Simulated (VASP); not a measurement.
Band structure of CdS (zinc blende). All values below come from PBE GGA with D3 dispersion (zero damping), VASP's PBE PAW potentials (set 64) (plane waves; VASP).

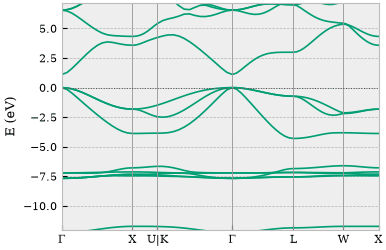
Figure: Bands along high-symmetry lines, zero at the valence-band maximum or, without a gap, the Fermi level

Task: Read the plot: is there a gap, and where are the band edges?

Result: The gap is direct, 1.11 eV, from the valence maximum at Γ to the conduction minimum at Γ. (Edges off the drawn lines would not show.)

Measured: gap 2.48 eV at 4 K (computed value off by -1.37 eV), as given by arXiv:1206.3780.

The compound is CdS in the zinc blende structure, a metastable form; wurtzite is the usual one. It was relaxed first.
